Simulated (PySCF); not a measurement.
# Saddle-point search of ZnHCl (part 2 of 2)

The same run, continued: ZnHCl, SMILES [Cl][ZnH]; HF/Sapporo-DZP, RHF, sfX2C (PySCF 2.14.0). 

Geometry of the input (Å):
```
Cl 1.6216  -0.5933  0.8157
Zn -0.1689  0.0363  -0.0878
H  -0.0421  -1.2125  1.2359
```

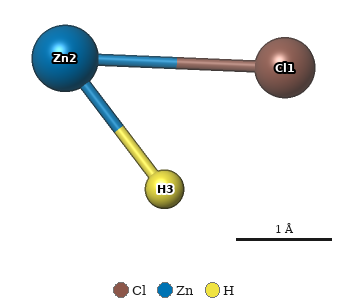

*The geometry at step 6 of the log (ball-and-stick view, seen on its broad side; atoms are numbered from 1 in the order of the input).*

**What the program printed, continued**
```
Geometry optimization cycle 9
Cartesian coordinates (Angstrom)
 Atom        New coordinates             dX        dY        dZ
  Cl   1.767329  -0.667317   0.913058    0.029929 -0.008987  0.013494
  Zn  -0.336393   0.003115  -0.075998   -0.025893 -0.009054  0.005929
   H  -0.020307  -1.105336   1.126722   -0.004036  0.018040 -0.019423

WARN: Even tempered Gaussians are generated as DF auxbasis for  H Zn Cl

converged SCF energy = -2252.19220896797
--------------- SecondOrderDFsfX2C1eRHF_Scanner gradients ---------------
         x                y                z
0 Cl    -0.0076437219     0.0023760084    -0.0035309449
1 Zn     0.0067245566     0.0004485174     0.0004506490
2 H     0.0009191652    -0.0028245259     0.0030802959
----------------------------------------------
cycle 9: E = -2252.19220897  dE = -0.00147399  norm(grad) = 0.0118522
Step    8 : Displace = 2.979e-02/3.440e-02 (rms/max) Trust = 3.000e-02 (=) Grad = 6.843e-03/8.749e-03 (rms/max) E (change) = -2252.1922089680 (-1.474e-03) Quality = 0.981
Hessian Eigenvalues: -1.08516e+00 7.41978e-08 3.79709e-06 ... 4.89470e-05 5.53041e-02 6.92935e-02

Geometry optimization cycle 10
Cartesian coordinates (Angstrom)
 Atom        New coordinates             dX        dY        dZ
  Cl   1.799957  -0.675730   0.926322    0.032629 -0.008413  0.013264
  Zn  -0.363013  -0.004474  -0.071700   -0.026619 -0.007590  0.004298
   H  -0.026318  -1.089336   1.109164   -0.006011  0.015999 -0.017558

WARN: Even tempered Gaussians are generated as DF auxbasis for  H Zn Cl

converged SCF energy = -2252.19299536894
--------------- SecondOrderDFsfX2C1eRHF_Scanner gradients ---------------
         x                y                z
0 Cl    -0.0032444743     0.0010358754    -0.0015273618
1 Zn     0.0030819382    -0.0003256589     0.0007622142
2 H     0.0001625361    -0.0007102165     0.0007651476
----------------------------------------------
cycle 10: E = -2252.19299537  dE = -0.000786401  norm(grad) = 0.00502336
Step    9 : Displace = 2.996e-02/3.654e-02 (rms/max) Trust = 3.000e-02 (=) Grad = 2.900e-03/3.733e-03 (rms/max) E (change) = -2252.1929953689 (-7.864e-04) Quality = 0.961
Hessian Eigenvalues: -1.08516e+00 7.41978e-08 3.79709e-06 ... 4.89470e-05 4.86921e-02 6.78603e-02

Geometry optimization cycle 11
Cartesian coordinates (Angstrom)
 Atom        New coordinates             dX        dY        dZ
  Cl   1.824223  -0.680249   0.934368    0.024266 -0.004519  0.008046
  Zn  -0.381057  -0.007295  -0.071215   -0.018044 -0.002821  0.000485
   H  -0.032647  -1.082421   1.101065   -0.006329  0.006915 -0.008099

WARN: Even tempered Gaussians are generated as DF auxbasis for  H Zn Cl

converged SCF energy = -2252.19316188075
--------------- SecondOrderDFsfX2C1eRHF_Scanner gradients ---------------
         x                y                z
0 Cl    -0.0001849689     0.0002219995    -0.0002575208
1 Zn     0.0004600530    -0.0000227853     0.0000867622
2 H    -0.0002750841    -0.0001992141     0.0001707586
----------------------------------------------
cycle 11: E = -2252.19316188  dE = -0.000166512  norm(grad) = 0.000716956
Step   10 : Displace = 1.965e-02/2.613e-02 (rms/max) Trust = 3.000e-02 (=) Grad = 4.139e-04/4.687e-04 (rms/max) E (change) = -2252.1931618808 (-1.665e-04) Quality = 0.921
Hessian Eigenvalues: -1.08930e+00 7.41978e-08 3.79709e-06 ... 4.91001e-05 4.41600e-02 6.76328e-02

Geometry optimization cycle 12
Cartesian coordinates (Angstrom)
 Atom        New coordinates             dX        dY        dZ
  Cl   1.828691  -0.678308   0.932959    0.004469  0.001941 -0.001409
  Zn  -0.382850  -0.007782  -0.070956   -0.001793 -0.000487  0.000259
   H  -0.032261  -1.080566   1.099178    0.000386  0.001855 -0.001887

WARN: Even tempered Gaussians are generated as DF auxbasis for  H Zn Cl

converged SCF energy = -2252.19316331421
--------------- SecondOrderDFsfX2C1eRHF_Scanner gradients ---------------
         x                y                z
0 Cl    -0.0000034863     0.0000358626    -0.0000379909
1 Zn     0.0000846937    -0.0000653240     0.0000799167
2 H    -0.0000812074     0.0000294614    -0.0000419258
----------------------------------------------
cycle 12: E = -2252.19316331  dE = -1.43346e-06  norm(grad) = 0.000172595
Step   11 : Displace = 2.551e-03/3.248e-03 (rms/max) Trust = 3.000e-02 (=) Grad = 9.965e-05/1.335e-04 (rms/max) E (change) = -2252.1931633142 (-1.433e-06) Quality = 0.932
Hessian Eigenvalues: -1.08412e+00 -3.41215e-04 7.41981e-08 ... 4.89589e-05 4.00132e-02 7.09867e-02

Geometry optimization cycle 13
Cartesian coordinates (Angstrom)
 Atom        New coordinates             dX        dY        dZ
  Cl   1.828985  -0.678340   0.933034    0.000293 -0.000032  0.000075
  Zn  -0.382594  -0.007431  -0.071288    0.000256  0.000351 -0.000333
   H  -0.032619  -1.080610   1.099175   -0.000358 -0.000044 -0.000003

WARN: Even tempered Gaussians are generated as DF auxbasis for  H Zn Cl

converged SCF energy = -2252.19316329038
--------------- SecondOrderDFsfX2C1eRHF_Scanner gradients ---------------
         x                y                z
0 Cl     0.0000216601     0.0000143519    -0.0000120503
1 Zn     0.0000121056     0.0000138132    -0.0000127932
2 H    -0.0000337657    -0.0000281650     0.0000248435
----------------------------------------------
cycle 13: E = -2252.19316329  dE = 2.38274e-08  norm(grad) = 6.2225e-05
```

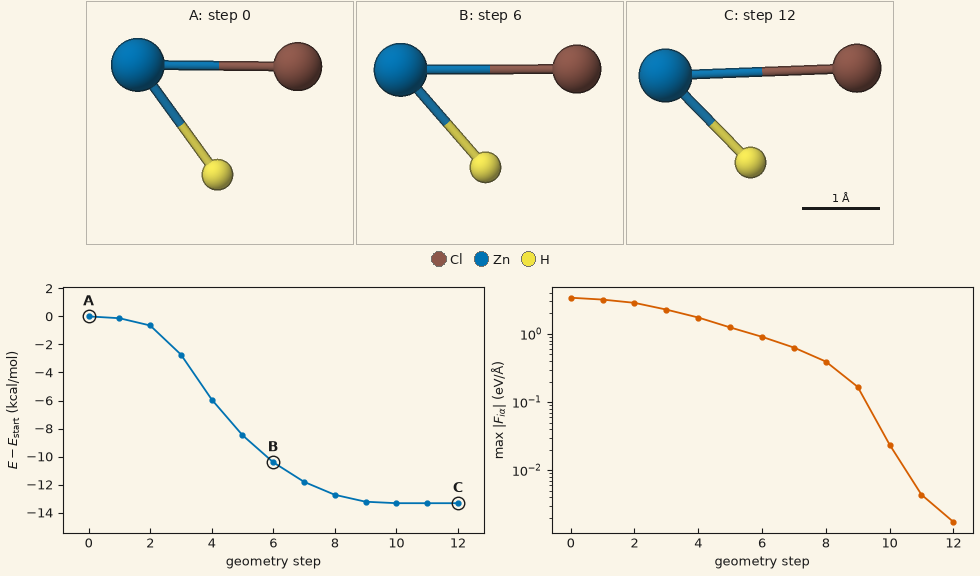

*Frames of the saddle-point search (ball-and-stick view, seen at a tilt) above the curves, on which the letters mark them (steps are counted from 0).*

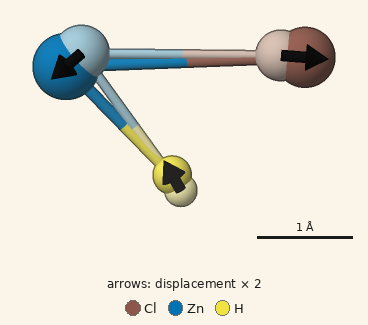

*Start (faint) and end (solid) with the displacements as black arrows, magnified 2 times (ball-and-stick view, seen at a tilt). The two geometries are laid on each other by the best rigid fit.*

After 12 geometry steps the energy has fallen by 13.3 kcal/mol. The largest force component goes from 3.4 to 0.0017 eV/Å. The atom that moves furthest after the best rigid fit is Cl1 (0.25 Å). By element the largest moves are Cl 0.25 Å, Zn 0.22 Å, H 0.19 Å. Among the contacts that change: Cl1–Zn2 2.102 → 2.520 Å, Zn2–H3 1.824 → 1.626 Å. Among the angles that change: Cl1–Zn2–H3 54.8° → 49.3°. (Atoms are counted from 1 in the order of the input.)

```
Step   12 : Displace = 2.995e-04/3.854e-04 (rms/max) Trust = 3.000e-02 (=) Grad = 3.593e-05/5.050e-05 (rms/max) E (change) = -2252.1931632904 (+2.383e-08) Quality = -4.826
Hessian Eigenvalues: -1.08412e+00 -3.41215e-04 7.41981e-08 ... 4.89589e-05 4.00132e-02 7.09867e-02
Converged! =D

converged: True
Cl          1.82898456       -0.67834027        0.93303389
Zn         -0.38259363       -0.00743057       -0.07128841
H          -0.03261886       -1.08061006        1.09917548

WARN: Even tempered Gaussians are generated as DF auxbasis for  H Zn Cl

converged SCF energy = -2252.19316329037
E(HF) = -2252.193163290
```

**Trajectory as extended XYZ (Å, eV, eV/Å), 13 frames, from step=0 to step=12**
```
3
Properties=species:S:1:pos:R:3:forces:R:3 step=0 energy=-61284.72018
Cl    1.6216   -0.5933    0.8157    3.4013  -0.4497   0.9356
Zn   -0.1689    0.0363   -0.0878   -2.2807  -0.0482  -0.2615
H    -0.0421   -1.2125    1.2359   -1.1206   0.4979  -0.6741
3
Properties=species:S:1:pos:R:3:forces:R:3 step=1 energy=-61284.72581
Cl    1.6174   -0.5999    0.8220    3.1936  -0.5452   1.0071
Zn   -0.1758    0.0381   -0.0906   -2.2852   0.0495  -0.3644
H    -0.0309   -1.2077    1.2323   -0.9084   0.4956  -0.6427
3
Properties=species:S:1:pos:R:3:forces:R:3 step=2 energy=-61284.74827
Cl    1.6122   -0.6097    0.8316    2.8606  -0.6866   1.1094
Zn   -0.1865    0.0404   -0.0945   -2.2887   0.1922  -0.5141
H    -0.0151   -1.2002    1.2266   -0.5719   0.4944  -0.5953
3
Properties=species:S:1:pos:R:3:forces:R:3 step=3 energy=-61284.83831
Cl    1.6171   -0.6228    0.8459    2.2773  -0.7691   1.1160
Zn   -0.2064    0.0414   -0.0982   -2.1046   0.2734  -0.5739
H     0.0000   -1.1881    1.2161   -0.1727   0.4957  -0.5422
3
Properties=species:S:1:pos:R:3:forces:R:3 step=4 energy=-61284.97730
Cl    1.6501   -0.6294    0.8574    1.7421  -0.5348   0.7977
Zn   -0.2311    0.0360   -0.0960   -1.5259   0.0462  -0.2571
H    -0.0083   -1.1761    1.2024   -0.2161   0.4886  -0.5406
3
Properties=species:S:1:pos:R:3:forces:R:3 step=5 energy=-61285.08771
Cl    1.6770   -0.6408    0.8730    1.2462  -0.4349   0.6254
Zn   -0.2590    0.0298   -0.0934   -1.1579  -0.0070  -0.1511
H    -0.0074   -1.1586    1.1842   -0.0883   0.4419  -0.4743
3
Properties=species:S:1:pos:R:3:forces:R:3 step=6 energy=-61285.17153
Cl    1.7083   -0.6491    0.8859    0.9068  -0.2957   0.4333
Zn   -0.2847    0.0214   -0.0880   -0.8041  -0.0754  -0.0311
H    -0.0130   -1.1418    1.1659   -0.1028   0.3711  -0.4023
3
Properties=species:S:1:pos:R:3:forces:R:3 step=7 energy=-61285.23199
Cl    1.7374   -0.6583    0.8996    0.6304  -0.2013   0.2968
Zn   -0.3105    0.0122   -0.0819   -0.5522  -0.0648  -0.0078
H    -0.0163   -1.1234    1.1461   -0.0781   0.2661  -0.2890
3
Properties=species:S:1:pos:R:3:forces:R:3 step=8 energy=-61285.27210
Cl    1.7673   -0.6673    0.9131    0.3931  -0.1222   0.1816
Zn   -0.3364    0.0031   -0.0760   -0.3458  -0.0231  -0.0232
H    -0.0203   -1.1053    1.1267   -0.0473   0.1452  -0.1584
3
Properties=species:S:1:pos:R:3:forces:R:3 step=9 energy=-61285.29350
Cl    1.8000   -0.6757    0.9263    0.1668  -0.0533   0.0785
Zn   -0.3630   -0.0045   -0.0717   -0.1585   0.0167  -0.0392
H    -0.0263   -1.0893    1.1092   -0.0084   0.0365  -0.0393
3
Properties=species:S:1:pos:R:3:forces:R:3 step=10 energy=-61285.29803
Cl    1.8242   -0.6802    0.9344    0.0095  -0.0114   0.0132
Zn   -0.3811   -0.0073   -0.0712   -0.0237   0.0012  -0.0045
H    -0.0326   -1.0824    1.1011    0.0141   0.0102  -0.0088
3
Properties=species:S:1:pos:R:3:forces:R:3 step=11 energy=-61285.29807
Cl    1.8287   -0.6783    0.9330    0.0002  -0.0018   0.0020
Zn   -0.3829   -0.0078   -0.0710   -0.0044   0.0034  -0.0041
H    -0.0323   -1.0806    1.0992    0.0042  -0.0015   0.0022
3
Properties=species:S:1:pos:R:3:forces:R:3 step=12 energy=-61285.29807
Cl    1.8290   -0.6783    0.9330   -0.0011  -0.0007   0.0006
Zn   -0.3826   -0.0074   -0.0713   -0.0006  -0.0007   0.0007
H    -0.0326   -1.0806    1.0992    0.0017   0.0014  -0.0013
```

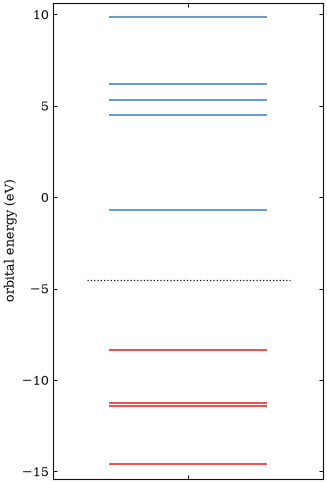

*Orbital energies near the frontier; the dotted line parts filled from empty levels, and levels within 0.02 eV of each other stand side by side.*

Highest filled −8.36 eV, lowest empty −0.71 eV, 7.65 eV apart.
